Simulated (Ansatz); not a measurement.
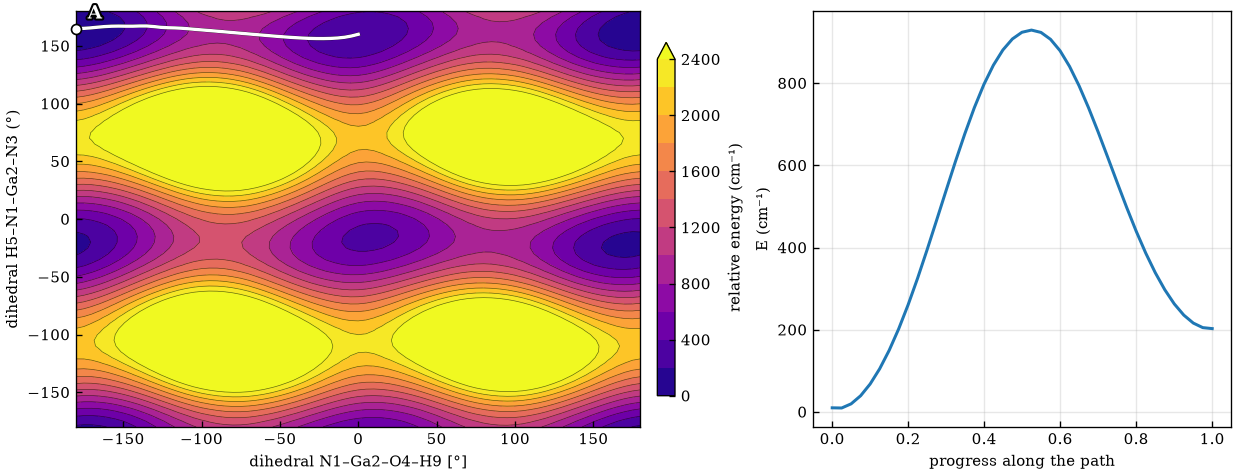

GaH5N2O, SMILES [NH2][Ga]([NH2])[OH]. 
- The first coordinate is: dihedral N1–Ga2–O4–H9; the second: dihedral H5–N1–Ga2–N3.
- Nothing is relaxed (all other coordinates rigid).
- The scan uses a 10 × 10 grid.
- Points are written as (first, second).
- Energies are in cm⁻¹, from the relaxed molecule at the same level.
- Level of theory: RKS PBE0-D4/def2-TZVP (Ansatz).

Drawn: filled contours, a line along the lowest path, one colour for all values above the top of the scale, the energy along the path at the right, the start A. Between grid points the surface is interpolated.

> Describe the path and its barrier.

The easiest path leads from the well at about (−180°, 165°) to the well at about (0°, 160°), about 193 cm⁻¹ higher (on a rigid scan; wells that are mirror images or exchange like atoms can differ by this much). Its highest point lies about 920 cm⁻¹ above the bottom of the first well on the interpolated surface, at about (−85°, 160°). Seen from the upper well the barrier is about 730 cm⁻¹. The start is the relaxed structure and all else is held, so a fully relaxed path at this level can only be lower.
